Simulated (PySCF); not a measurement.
# RuF3: changing the method, part 2 of 2

PySCF 2.14.0; each run moves one setting of the base script, with the edits that it forces. The steps go on from the part before.

## 7. Lda,vwn

Edit 5 changes functional: b3pw91 → lda,vwn.

input.py reads:

```python
from pyscf import gto, dft

mol = gto.M(
    atom='Ru 0 0 0; F 1.8851 0 0; F -0.9426 1.6325 0; F -0.9426 -1.6325 0',
    basis='crenbl',
    ecp={'Ru': 'crenbl', 'F': 'crenbl'},
    charge=0,
    spin=1,
    symmetry=True,
    verbose=4,
)
mf = dft.UKS(mol, xc='lda,vwn')
mf.kernel()
mf.dip_moment()
print('orbital energies (hartree):', [e[max(0, n-3):n+3].round(4) for e, n in zip(mf.mo_energy, mol.nelec)])
```

On the command line:

```console
$ OMP_NUM_THREADS=1 python input.py
```

Output:

```text
[lines on the frontier levels of each cycle are left out]
PySCF version 2.14.0

[INPUT] verbose = 4
[INPUT] num. atoms = 4
[INPUT] num. electrons = 37
[INPUT] charge = 0
[INPUT] spin (= nelec alpha-beta = 2S) = 1
[INPUT] symmetry True subgroup None
[INPUT] Mole.unit = angstrom
[INPUT] Symbol           X                Y                Z      unit          X                Y                Z       unit  Magmom
[INPUT]  1 Ru     0.000000000000   0.000000000000   0.000000000000 AA    0.000000000000   0.000000000000   0.000000000000 Bohr   0.0
[INPUT]  2 F      1.885100000000   0.000000000000   0.000000000000 AA    3.562322717418   0.000000000000   0.000000000000 Bohr   0.0
[INPUT]  3 F     -0.942600000000   1.632500000000   0.000000000000 AA   -1.781255845015   3.084977898352   0.000000000000 Bohr   0.0
[INPUT]  4 F     -0.942600000000  -1.632500000000   0.000000000000 AA   -1.781255845015  -3.084977898352   0.000000000000 Bohr   0.0

nuclear repulsion = 118.145529312079
point group symmetry = C2v
symmetry origin: [-2.39542748e-05 -6.25477760e-18  0.00000000e+00]
symmetry axis x: [0. 0. 1.]
symmetry axis y: [0. 1. 0.]
symmetry axis z: [1. 0. 0.]
num. orbitals of irrep A1 = 38
num. orbitals of irrep A2 = 8
num. orbitals of irrep B1 = 17
num. orbitals of irrep B2 = 25
number of shells = 38
number of NR pGTOs = 88
number of NR cGTOs = 88
basis = crenbl
ecp = {'Ru': 'crenbl', 'F': 'crenbl'}

******** <class 'pyscf.dft.uks_symm.SymAdaptedUKS'> ********
method = SymAdaptedUKS
initial guess = minao
damping factor = 0
level_shift factor = 0
DIIS = <class 'pyscf.scf.diis.CDIIS'>
diis_start_cycle = 1
diis_space = 8
diis_damp = 0
SCF conv_tol = 1e-09
SCF conv_tol_grad = None
SCF max_cycles = 50
direct_scf = True
direct_scf_tol = 1e-13
number electrons alpha = 19  beta = 18
XC library pyscf.dft.libxc version 7.0.0
    S. Lehtola, C. Steigemann, M. J.T. Oliveira, and M. A.L. Marques.,  SoftwareX 7, 1–5 (2018)
XC functionals = lda,vwn
    P. A. M. Dirac.,  Math. Proc. Cambridge Philos. Soc. 26, 376 (1930)
    F. Bloch.,  Z. Phys. 57, 545 (1929)
    S. H. Vosko, L. Wilk, and M. Nusair.,  Can. J. Phys. 58, 1200 (1980)
radial grids:
    Treutler-Ahlrichs [JCP 102, 346 (1995); DOI:10.1063/1.469408] (M4) radial grids

becke partition: Becke, JCP 88, 2547 (1988); DOI:10.1063/1.454033
pruning grids: <function nwchem_prune>
grids dens level: 3
symmetrized grids: True
atomic radii adjust function: <function treutler_atomic_radii_adjust>
small_rho_cutoff = 0
Freeze 0 electrons in irreps []
    37 free electrons in irreps A1 A2 B1 B2
Set gradient conv threshold to 3.16228e-05
tot grids = 64960
init E= -126.894063303056

cycle= 1 E= -166.216542045925  delta_E= -39.3  |g|= 0.976  |ddm|= 3.44

cycle= 2 E= -160.513126143068  delta_E=  5.7  |g|= 3.87  |ddm|= 2.73
cycle= 3 E= -166.448304609237  delta_E= -5.94  |g|= 0.636  |ddm|=  2.2
cycle= 4 E= -165.721786023337  delta_E= 0.727  |g|= 1.56  |ddm|= 1.26
cycle= 5 E= -166.557976851794  delta_E= -0.836  |g|= 0.301  |ddm|= 0.931
cycle= 6 E= -166.584939356538  delta_E= -0.027  |g|= 0.142  |ddm|= 0.126
cycle= 7 E= -166.591658992735  delta_E= -0.00672  |g|= 0.0641  |ddm|= 0.083
cycle= 8 E= -166.593260204853  delta_E= -0.0016  |g|= 0.0134  |ddm|= 0.0433
cycle= 9 E= -166.593342523956  delta_E= -8.23e-05  |g|= 0.00205  |ddm|= 0.0106
cycle= 10 E= -166.593344429766  delta_E= -1.91e-06  |g|= 0.000286  |ddm|= 0.00168
cycle= 11 E= -166.593344469281  delta_E= -3.95e-08  |g|= 7.6e-05  |ddm|= 0.000237
cycle= 12 E= -166.593344471648  delta_E= -2.37e-09  |g|= 3.01e-05  |ddm|= 6.32e-05
cycle= 13 E= -166.59334447199  delta_E= -3.41e-10  |g|= 1.36e-05  |ddm|= 2.58e-05
Extra cycle  E= -166.593344470696  delta_E= 1.29e-09  |g|= 6.1e-05  |ddm|= 3.37e-05
converged SCF energy = -166.593344470696  <S^2> = 0.75173777  2S+1 = 2.001737
Dipole moment(X, Y, Z, Debye): -0.00006, -0.00000,  0.00000
orbital energies (hartree): [array([-0.2723, -0.2482, -0.2482, -0.2217, -0.2216, -0.0712]), array([-0.3856, -0.2345, -0.2345, -0.2252, -0.2117, -0.2117])]
```

Run time: 9.5 s. Hardware: 1 thread of Arm Neoverse N1, shared host.

Result: E(SCF) = -166.593344 Eh, 13 cycles, ⟨S²⟩ = 0.752, μ = 0.00 D.

## 8. Revtpss

Edit 6 changes functional: b3pw91 → revtpss.

input.py reads:

```python
from pyscf import gto, dft

mol = gto.M(
    atom='Ru 0 0 0; F 1.8851 0 0; F -0.9426 1.6325 0; F -0.9426 -1.6325 0',
    basis='crenbl',
    ecp={'Ru': 'crenbl', 'F': 'crenbl'},
    charge=0,
    spin=1,
    symmetry=True,
    verbose=4,
)
mf = dft.UKS(mol, xc='revtpss')
mf.kernel()
mf.dip_moment()
print('orbital energies (hartree):', [e[max(0, n-3):n+3].round(4) for e, n in zip(mf.mo_energy, mol.nelec)])
```

On the command line:

```console
$ OMP_NUM_THREADS=1 python input.py
```

Output:

```text
[lines on the frontier levels of each cycle are left out]
PySCF version 2.14.0

[INPUT] verbose = 4
[INPUT] num. atoms = 4
[INPUT] num. electrons = 37
[INPUT] charge = 0
[INPUT] spin (= nelec alpha-beta = 2S) = 1
[INPUT] symmetry True subgroup None
[INPUT] Mole.unit = angstrom
[INPUT] Symbol           X                Y                Z      unit          X                Y                Z       unit  Magmom
[INPUT]  1 Ru     0.000000000000   0.000000000000   0.000000000000 AA    0.000000000000   0.000000000000   0.000000000000 Bohr   0.0
[INPUT]  2 F      1.885100000000   0.000000000000   0.000000000000 AA    3.562322717418   0.000000000000   0.000000000000 Bohr   0.0
[INPUT]  3 F     -0.942600000000   1.632500000000   0.000000000000 AA   -1.781255845015   3.084977898352   0.000000000000 Bohr   0.0
[INPUT]  4 F     -0.942600000000  -1.632500000000   0.000000000000 AA   -1.781255845015  -3.084977898352   0.000000000000 Bohr   0.0

nuclear repulsion = 118.145529312079
point group symmetry = C2v
symmetry origin: [-2.39542748e-05 -6.25477760e-18  0.00000000e+00]
symmetry axis x: [0. 0. 1.]
symmetry axis y: [0. 1. 0.]
symmetry axis z: [1. 0. 0.]
num. orbitals of irrep A1 = 38
num. orbitals of irrep A2 = 8
num. orbitals of irrep B1 = 17
num. orbitals of irrep B2 = 25
number of shells = 38
number of NR pGTOs = 88
number of NR cGTOs = 88
basis = crenbl
ecp = {'Ru': 'crenbl', 'F': 'crenbl'}

******** <class 'pyscf.dft.uks_symm.SymAdaptedUKS'> ********
method = SymAdaptedUKS
initial guess = minao
damping factor = 0
level_shift factor = 0
DIIS = <class 'pyscf.scf.diis.CDIIS'>
diis_start_cycle = 1
diis_space = 8
diis_damp = 0
SCF conv_tol = 1e-09
SCF conv_tol_grad = None
SCF max_cycles = 50
direct_scf = True
direct_scf_tol = 1e-13
number electrons alpha = 19  beta = 18
XC library pyscf.dft.libxc version 7.0.0
    S. Lehtola, C. Steigemann, M. J.T. Oliveira, and M. A.L. Marques.,  SoftwareX 7, 1–5 (2018)
XC functionals = revtpss
    J. P. Perdew, A. Ruzsinszky, G. I. Csonka, L. A. Constantin, and J. Sun.,  Phys. Rev. Lett. 103, 026403 (2009)
    J. P. Perdew, A. Ruzsinszky, G. I. Csonka, L. A. Constantin, and J. Sun.,  Phys. Rev. Lett. 106, 179902 (2011)
    J. P. Perdew, A. Ruzsinszky, G. I. Csonka, L. A. Constantin, and J. Sun.,  Phys. Rev. Lett. 103, 026403 (2009)
    J. P. Perdew, A. Ruzsinszky, G. I. Csonka, L. A. Constantin, and J. Sun.,  Phys. Rev. Lett. 106, 179902 (2011)
radial grids:
    Treutler-Ahlrichs [JCP 102, 346 (1995); DOI:10.1063/1.469408] (M4) radial grids

becke partition: Becke, JCP 88, 2547 (1988); DOI:10.1063/1.454033
pruning grids: <function nwchem_prune>
grids dens level: 3
symmetrized grids: True
atomic radii adjust function: <function treutler_atomic_radii_adjust>
small_rho_cutoff = 0
Freeze 0 electrons in irreps []
    37 free electrons in irreps A1 A2 B1 B2
Set gradient conv threshold to 3.16228e-05
tot grids = 64960
init E= -127.232458577959

cycle= 1 E= -166.429391544667  delta_E= -39.2  |g|= 1.07  |ddm|= 3.49

cycle= 2 E= -160.238438638232  delta_E= 6.19  |g|= 4.04  |ddm|= 2.82
cycle= 3 E= -166.792123943324  delta_E= -6.55  |g|= 0.519  |ddm|= 2.41
cycle= 4 E= -166.701059926277  delta_E= 0.0911  |g|= 0.686  |ddm|= 0.544
cycle= 5 E= -166.843081212428  delta_E= -0.142  |g|= 0.287  |ddm|= 0.359
cycle= 6 E= -166.870514955799  delta_E= -0.0274  |g|= 0.106  |ddm|= 0.128
cycle= 7 E= -166.874228411698  delta_E= -0.00371  |g|= 0.0342  |ddm|= 0.0313
cycle= 8 E= -166.874679845169  delta_E= -0.000451  |g|= 0.00657  |ddm|= 0.0165
cycle= 9 E= -166.874699189444  delta_E= -1.93e-05  |g|= 0.00035  |ddm|= 0.00394
cycle= 10 E= -166.874699232731  delta_E= -4.33e-08  |g|= 0.000179  |ddm|= 0.00027
cycle= 11 E= -166.874699247506  delta_E= -1.48e-08  |g|= 3.18e-05  |ddm|= 0.000133
cycle= 12 E= -166.874699248157  delta_E= -6.5e-10  |g|= 7.33e-06  |ddm|= 3.52e-05
Extra cycle  E= -166.874699247819  delta_E= 3.37e-10  |g|= 3.08e-05  |ddm|= 1.92e-05
converged SCF energy = -166.874699247819  <S^2> = 0.75404721  2S+1 = 2.0040431
Dipole moment(X, Y, Z, Debye):  0.00025,  0.00000,  0.00000
orbital energies (hartree): [array([-0.2691, -0.2457, -0.2457, -0.2104, -0.2104, -0.0525]), array([-0.3812, -0.236 , -0.236 , -0.1953, -0.1953, -0.1919])]
```

Wall time 31 s (1 thread of Arm Neoverse N1, shared host).

This run: E(SCF) = -166.874699 Eh, 12 cycles, ⟨S²⟩ = 0.754, μ = 0.00 D.

## 9. All runs together

What follows sums up all 2 parts.

```
               run  E(SCF) (hartree)  from base (eV)  cycles  gap, α spin (eV)  SCF dipole (D)
              base       -167.188822               0      12              3.16            0.00
              ROKS       -167.188419         +0.0110      11               n/a            0.00
0.5*hf+0.5*b88,lyp       -166.801102  not comparable      12              6.89            0.00
         bhandhlyp       -166.801102  not comparable      12              6.89            0.00
          camb3lyp       -166.971825  not comparable      12              6.53            0.00
           lda,vwn       -166.593344  not comparable      13              0.72            0.00
           revtpss       -166.874699  not comparable      12              0.96            0.00
```

Wall time on 1 thread of Arm Neoverse N1, shared host, start-up included: base 16 s; ROKS 15 s; 0.5*hf+0.5*b88,lyp 15 s; bhandhlyp 15 s; camb3lyp 18 s; lda,vwn 9.5 s; revtpss 31 s.

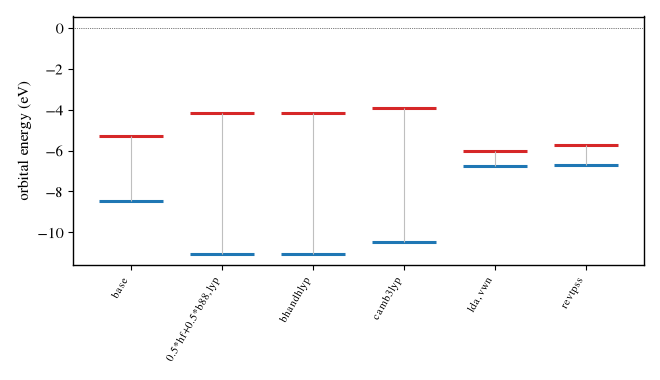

Highest filled (blue) and lowest empty (red) level of each run. Open-shell runs show the α spin alone.

The α-spin gap between the frontier levels is 0.7 eV with lda,vwn (0 % exact exchange) and 6.9 eV with bhandhlyp (50 %): exact exchange opens it. Total energies of different functionals can't be compared with each other; differences within one functional can.
